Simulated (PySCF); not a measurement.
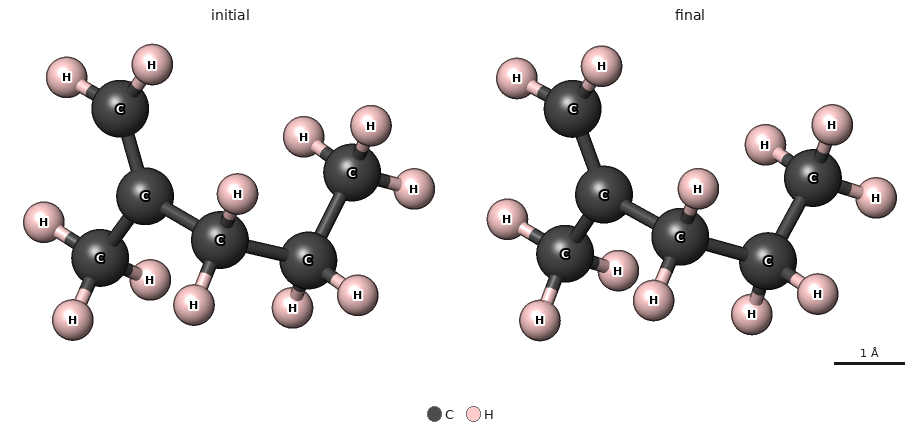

The structure of C$_{6}$H$_{12}$ before (left) and after (right) a relaxation, at one scale.

The picture is a ball-and-stick view, seen at a tilt.

The start comes from GFN2-xTB.

Method: PBE0-D3(BJ)/def2-SVP geometry optimisation, gas phase (PySCF). 

### Describe what moved and what it gained.

The energy falls by 0.064 eV in 7 geometry steps. Largest force component: 0.85 eV/Å at the start, 0.0063 eV/Å at the end. The forces were under the threshold at step 2, but the run went on from there. The largest move after the best rigid fit is that of an H atom, 0.23 Å. Largest moves by element: H 0.23 Å, C 0.15 Å. Some distances before and after: C–H 1.077 → 1.094 Å, C–C 1.323 → 1.338 Å, C–H 1.089 → 1.103 Å. Bond angles that change, for instance: H–C–H 107.5° → 105.5°. The run took of the order of 70 core-seconds on a shared host.
